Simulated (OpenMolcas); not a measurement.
# Run report: Ti²⁺ complex, multiconfigurational calculation

- system: Ti²⁺ with 6 ligands (O; octahedron, 2.298 Å), embedded in CaO by model potentials and point charges, whose field is part of the energies.
- method: state-averaged SS-CASPT2, IPEA shift 0, imaginary shift 0.1 hartree, closed shells 3s 3p of the metal and the valence shells of the ligands correlated, active space 2 electrons in the shell 3d, basis ANO-RCC-VTZP on the metal and ANO-RCC-VDZP on the ligands, DKH2 scalar Hamiltonian, spin-orbit coupling by RASSI with atomic mean-field integrals (OpenMolcas)

**The input**
```
&GATEWAY
Basis set
Ti.ANO-RCC-VTZP.
Ti1 0.0 0.0 0.0 Angstrom
End of basis
Basis set
O.ANO-RCC-VDZP.
L1 2.298000 0.000000 0.000000 Angstrom
L2 0.000000 2.298000 0.000000 Angstrom
L3 0.000000 0.000000 2.298000 Angstrom
End of basis
Basis set
Ca.EMB-AIMP.Pascual.13s7p.1s1p.ECP.CaO.
PseudoCharge
* 3 symmetry-unique lattice sites within 7.6 angstrom
End of basis
Basis set
Ca.EMB-AIMP.Pascual.0s.0s.ECP.CaO.
PseudoCharge
* 24 symmetry-unique lattice sites within 7.6 angstrom
End of basis
Basis set
O.EMB-AIMP.Pascual.0s.0s.ECP.CaO.
PseudoCharge
* 31 symmetry-unique lattice sites within 7.6 angstrom
End of basis
Symmetry
XYZ
AngMom=0.0 0.0 0.0
AMFI
RICD
XField
1037 Angstrom 0
* Evjen-weighted lattice charges
&SEWARD
&RASSCF
FileOrb=start.orb
Symmetry=1
Spin=3
nActEl=2 0 0
Inactive=18 21
Ras2=5 0
CIRoot=10 10 1
SDav=10
CIMx=300
Iter=150 100
PrWF=0.3
OrbListing=Nothing
MaxOrb=0
LevShft=1.0
>>> COPY $Project.JobIph JOB001
&RASSCF
FileOrb=start.orb
Symmetry=1
Spin=1
nActEl=2 0 0
Inactive=18 21
Ras2=5 0
CIRoot=15 15 1
SDav=15
CIMx=300
Iter=150 100
PrWF=0.3
OrbListing=Nothing
MaxOrb=0
LevShft=1.0
>>> COPY $Project.JobIph JOB002
&RASSI
NrOfJobIphs=2 10 15
1 2 3 4 5 6 7 8 9 10
1 2 3 4 5 6 7 8 9 10 11 12 13 14 15
IphNames
JOB001
JOB002
EJob
SpinOrbit
DIPRint=1.0
SOCoupling=1000.0
Subsets=2
Property=9
'ANGMOM' 1 'ANGMOM' 2 'ANGMOM' 3 'MLTPL  1' 1 'MLTPL  1' 2 'MLTPL  1' 3
'AMFI' 1 'AMFI' 2 'AMFI' 3
SOProperty=3
'ANGMOM' 1 'ANGMOM' 2 'ANGMOM' 3
>>> COPY JOB001 $Project.JobIph
&CASPT2
Multistate=10 1 2 3 4 5 6 7 8 9 10
NoMult
Frozen=5 6
IPEA=0.0
Imaginary=0.1
MaxIter=60
WThr=0.0 0.3 0.05
PrWF=0.5
NoMix
>>> COPY JOB002 $Project.JobIph
&CASPT2
Multistate=15 1 2 3 4 5 6 7 8 9 10 11 12 13 14 15
NoMult
Frozen=5 6
IPEA=0.0
Imaginary=0.1
MaxIter=60
WThr=0.0 0.3 0.05
PrWF=0.5
NoMix
```

The file start.orb holds starting orbitals from an earlier step. A driver script formed the levels outside the program, from RASSI's spin-orbit matrix and the CASPT2 energies (for multi-state variants, the effective Hamiltonian), averaged over the components of each term or state. The log and the time are those of the CASPT2 step.

Hardware: 1 thread of Arm Neoverse V2, 24 GiB of memory available, shared host.

Run as:
```bash
OMP_NUM_THREADS=1 MOLCAS_MEM=2457 MOLCAS_PROJECT=a pymolcas a.inp > a.log  # once for each step of the input, in one work folder
```

**Log (extracts)**
```
--- CASPT2 ---
Orbital specifications:
      -----------------------

      Symmetry species                           1   2
                                                ag  au
      Frozen orbitals                            5   6
      Inactive orbitals                         13  15
      Active orbitals                            5   0
      Secondary orbitals                        61  62
      Deleted orbitals                           0   0
      Number of basis functions                 84  83
Type of calculation                        SS-CASPT2
      Fock operator                              state-specific
      IPEA shift                                 0.00
      Real shift                                 0.00
      Imaginary shift                            0.10
      The input orbitals will be transformed to quasi-canonical
Reference energy:       -1310.2134118388
      E2 (Non-variational):      -1.5544044041
      Shift correction:          -0.0013114534
      E2 (Variational):          -1.5557158576
      Total energy:           -1311.7691276964
      Residual norm:              0.0000009808
      Reference weight:           0.70838
      Contributions to the CASPT2 correlation energy
      Active & Virtual Only:         -0.0076128972
      One Inactive Excited:          -0.1306903354
      Two Inactive Excited:          -1.4161011715
Reference energy:       -1310.2134118388
      E2 (Non-variational):      -1.5543597590
      Shift correction:          -0.0013110637
      E2 (Variational):          -1.5556708227
      Total energy:           -1311.7690826614
      Residual norm:              0.0000009734
      Reference weight:           0.70840
      Contributions to the CASPT2 correlation energy
      Active & Virtual Only:         -0.0076074176
      One Inactive Excited:          -0.1306636998
      Two Inactive Excited:          -1.4160886416
::    CASPT2 Root  1     Total energy:  -1311.76912770
::    CASPT2 Root  2     Total energy:  -1311.76908266
::    CASPT2 Root  3     Total energy:  -1311.76908311
::    CASPT2 Root  4     Total energy:  -1311.70652132
::    CASPT2 Root  5     Total energy:  -1311.70652136
::    CASPT2 Root  6     Total energy:  -1311.70651905
::    CASPT2 Root  7     Total energy:  -1311.67054057
::    CASPT2 Root  8     Total energy:  -1311.67054056
::    CASPT2 Root  9     Total energy:  -1311.67051160
::    CASPT2 Root 10     Total energy:  -1311.63976335
--- CASPT2 ---
Orbital specifications:
      -----------------------

      Symmetry species                           1   2
                                                ag  au
      Frozen orbitals                            5   6
      Inactive orbitals                         13  15
      Active orbitals                            5   0
      Secondary orbitals                        61  62
      Deleted orbitals                           0   0
      Number of basis functions                 84  83
Type of calculation                        SS-CASPT2
      Fock operator                              state-specific
      IPEA shift                                 0.00
      Real shift                                 0.00
      Imaginary shift                            0.10
      The input orbitals will be transformed to quasi-canonical
Reference energy:       -1310.1629365888
      E2 (Non-variational):      -1.5681997319
      Shift correction:          -0.0013893899
      E2 (Variational):          -1.5695891217
      Total energy:           -1311.7325257106
      Residual norm:              0.0000004264
      Reference weight:           0.70475
      Contributions to the CASPT2 correlation energy
      Active & Virtual Only:         -0.0153072239
      One Inactive Excited:          -0.1315192909
      Two Inactive Excited:          -1.4213732171
Reference energy:       -1310.1629365888
      E2 (Non-variational):      -1.5681991414
      Shift correction:          -0.0013838703
      E2 (Variational):          -1.5695830117
      Total energy:           -1311.7325196005
      Residual norm:              0.0000004119
      Reference weight:           0.70479
      Contributions to the CASPT2 correlation energy
      Active & Virtual Only:         -0.0153010147
      One Inactive Excited:          -0.1315145318
      Two Inactive Excited:          -1.4213835948
::    CASPT2 Root  1     Total energy:  -1311.73252571
::    CASPT2 Root  2     Total energy:  -1311.73251960
::    CASPT2 Root  3     Total energy:  -1311.73268989
::    CASPT2 Root  4     Total energy:  -1311.73095668
::    CASPT2 Root  5     Total energy:  -1311.73091688
::    CASPT2 Root  6     Total energy:  -1311.69401360
::    CASPT2 Root  7     Total energy:  -1311.66294351
::    CASPT2 Root  8     Total energy:  -1311.66471634
::    CASPT2 Root  9     Total energy:  -1311.66458212
::    CASPT2 Root 10     Total energy:  -1311.64978685
::    CASPT2 Root 11     Total energy:  -1311.64988338
::    CASPT2 Root 12     Total energy:  -1311.64990426
::    CASPT2 Root 13     Total energy:  -1311.59142481
::    CASPT2 Root 14     Total energy:  -1311.59142481
::    CASPT2 Root 15     Total energy:  -1311.53847327
```

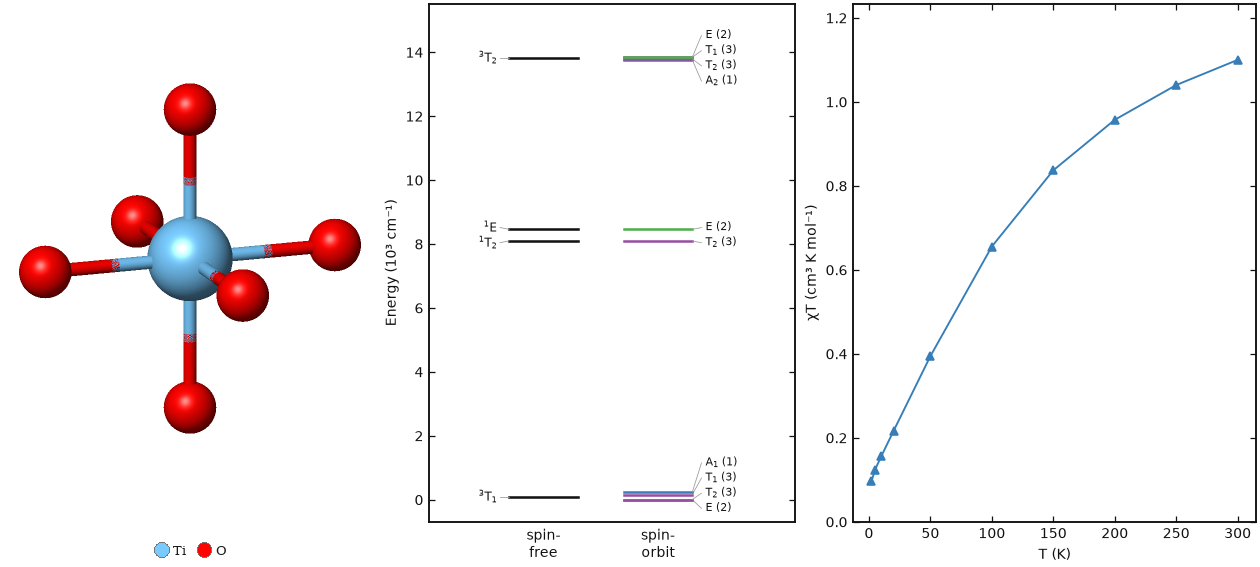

Fig. 1: Ti²⁺ (3d²) as a dopant in CaO, a cluster with its 6 nearest O²⁻ at 2.298 Å (octahedron) embedded in model potentials and point charges; the geometry was set, not optimised, and its levels and susceptibility. Labels give the representation in O, Td, D4 or D3 as the site allows (double group for half-integer spin) where it could be assigned and, in brackets, the degeneracy; spin-free states, where drawn, share the zero of the spin-orbit levels. Powder susceptibility by Van Vleck's formula. The ground level is E, doubly degenerate, 100 % from states of spin multiplicity 3. Its principal g values are all close to zero. The next level lies at 1.9 cm⁻¹ (T₂). The lowest spin-free state is ³T₁; of the same spin there follows at 13,700 cm⁻¹ (³T₂) above it. χT is 0.0959 cm³ K mol⁻¹ at 2 K and 1.10 at 300 K, an effective moment of 2.97 μB.

**Results in brief**

- outcome: converged; degenerate states are split by up to 389 cm⁻¹
- energy of the lowest spin-free term: −1311.76910 hartree
- energy of the lowest spin-orbit level: −1311.76947 hartree
- CASPT2 correlation energy: −1.5557 hartree
- largest spread among components of a term: 389.1 cm⁻¹
- lowest reference weight: 0.699
- wall time: 1.8 min

**Notes**

The components of ¹T2, which symmetry makes degenerate, are split by 389 cm⁻¹ in CASPT2. This is an artefact; the levels of such states rest on averages and are uncertain by about as much. Caveats: the geometry is set by hand, with no relaxation.
